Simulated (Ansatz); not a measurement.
**H3O+ (SMILES [OH3+]): RPA@PBE/6-31G**

Aim: the energy change on altering one bond length of H3O+ at RPA@PBE/6-31G, from 2 runs. 

Program for the calculation: Ansatz 0.2.0.

### 1 The system as given

H3O+ has 4 atoms, charge +1, and is taken as a singlet. SMILES: `[OH3+]`. Geometry: relaxed at GFN2-xTB.

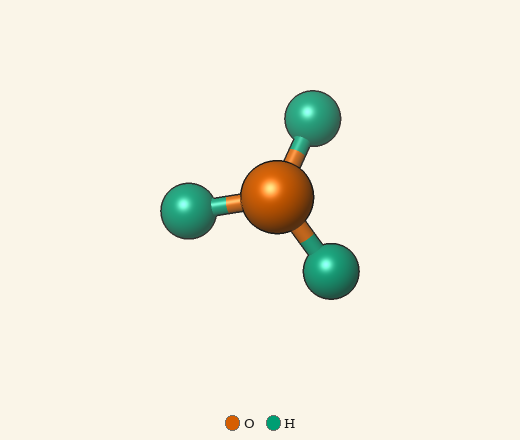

The structure, seen from a chosen angle (oxygen orange, hydrogen teal).

### 2 A single-point energy at RPA@PBE/6-31G

The input, in.yaml:

```yaml
crystal:
  periodic: [false, false, false]
  atoms:
    - {symbol: O, position_ang: [0.196050, -0.061020, -0.056900]}
    - {symbol: H, position_ang: [0.214230, 0.919440, 0.016470]}
    - {symbol: H, position_ang: [-0.413410, -0.366620, -0.765680]}
    - {symbol: H, position_ang: [0.003130, -0.491800, 0.806120]}
basis:
  gaussian:
    orbitals: 6-31G
total_charge: 1
hamiltonian:
  xc: pbe
correlation:
  method: rpa
  frozen_orbitals: {H: 0, O: 1}
accuracy: high
```

Run with:

```
ansatz run in.yaml --threads 1 --pin off --max-ram 2610MiB --events-out events.jsonl --progress --plain --runs-dir runs
```

What it wrote:

```text
Warning: RAYON_NUM_THREADS=1 ignored (pool sized by the plan → 1); use --threads N
Functional definition: PBE
  name "PBE"
  parameter kappa = 0.804
  parameter beta = 0.06672455060314922
  exchange = pbe_x(kappa = kappa, mu = beta*pi^2/3)
  correlation = pbe_c(beta = beta)
283 factors; integrals over basis functions are off by at most 2.8e-9 eV
mean field evaluation 1: about -2067.8136 eV, gradient 9.7e1 eV
mean field evaluation 2: about -2067.7775 eV, gradient 9.7e1 eV
mean field evaluation 4: about -2083.9369 eV, gradient 6.8e0 eV
mean field evaluation 8: about -2084.0038 eV, gradient 4.3e-2 eV
mean field evaluation 16: about -2084.0038 eV, gradient 1.3e-7 eV
mean field -2084.00380290 eV, -76.5857271681 hartree, gradient 5.9e-9 eV, S^2 0.000000; 0 other end points of the search recorded, 0 dependent functions left out
1 core orbitals not correlated: weight in the atoms' cores, before any rotation towards them, 1.000 or more for the frozen orbitals, at most 0.000 for the correlated occupied ones
reference -2075.23610783 eV, -76.2635203171 hartree; 4, 4 occupied and 10, 10 virtual orbitals, 283 factors
Total energy: -2080.61912213 eV, -76.4613424440 hartree
```

It took 0.26 s on 1 thread of AMD EPYC 9R45 (Zen 5), shared host.

### 3 The distorted shape

The input, run.yaml:

```yaml
basis:
  gaussian:
    orbitals: 6-31G
crystal:
  periodic: [false, false, false]
  atoms:
    - {symbol: O, position_ang: [0.244284, 0.046684, -0.272674]}
    - {symbol: H, position_ang: [0.262464, 1.027144, -0.199304]}
    - {symbol: H, position_ang: [-0.365176, -0.258916, -0.981454]}
    - {symbol: H, position_ang: [0.003130, -0.491800, 0.806120]}
hamiltonian:
  xc: pbe
total_charge: 1
correlation:
  method: rpa
  frozen_orbitals: {H: 0, O: 1}
accuracy: high
```

Run with:

```
ansatz run run.yaml --threads 1 --pin off --max-ram 2610MiB --events-out events.jsonl --progress --plain --runs-dir runs
```

What it wrote:

```text
Warning: RAYON_NUM_THREADS=1 ignored (pool sized by the plan → 1); use --threads N
Functional definition: PBE
  name "PBE"
  parameter kappa = 0.804
  parameter beta = 0.06672455060314922
  exchange = pbe_x(kappa = kappa, mu = beta*pi^2/3)
  correlation = pbe_c(beta = beta)
283 factors; integrals over basis functions are off by at most 3.3e-9 eV
mean field evaluation 1: about -2065.2342 eV, gradient 1.0e2 eV
mean field evaluation 2: about -2065.2017 eV, gradient 1.0e2 eV
mean field evaluation 4: about -2082.7006 eV, gradient 1.7e1 eV
mean field evaluation 8: about -2083.3142 eV, gradient 4.7e-2 eV
mean field evaluation 16: about -2083.3142 eV, gradient 1.8e-7 eV
mean field -2083.31423257 eV, -76.5603859257 hartree, gradient 6.6e-9 eV, S^2 0.000000; 0 other end points of the search recorded, 0 dependent functions left out
1 core orbitals not correlated: weight in the atoms' cores, before any rotation towards them, 1.000 or more for the frozen orbitals, at most 0.000 for the correlated occupied ones
reference -2074.21114464 eV, -76.2258536146 hartree; 4, 4 occupied and 10, 10 virtual orbitals, 283 factors
Total energy: -2079.94282049 eV, -76.4364888170 hartree
```

Run time: 0.26 s. Hardware: 1 thread of AMD EPYC 9R45 (Zen 5), shared host.

### 4 Results

Level: RPA@PBE/6-31G, 1 core orbital frozen.

| quantity | value |
| --- | --- |
| first shape: total energy | -76.46134 Eh |
| first shape: RPA correlation energy (valence) | -197.8 mEh |
| distorted shape: total energy | -76.43649 Eh |
| distorted shape: RPA correlation energy (valence) | -210.6 mEh |
| energy change with the O1–H4 bond stretched from 0.984 to 1.230 Å | 0.676 eV |

In words: With the O1–H4 bond stretched from 0.984 to 1.230 Å the energy rises by 0.68 eV (65.3 kJ/mol). The first shape isn't relaxed at this level, so the change isn't measured from a minimum.
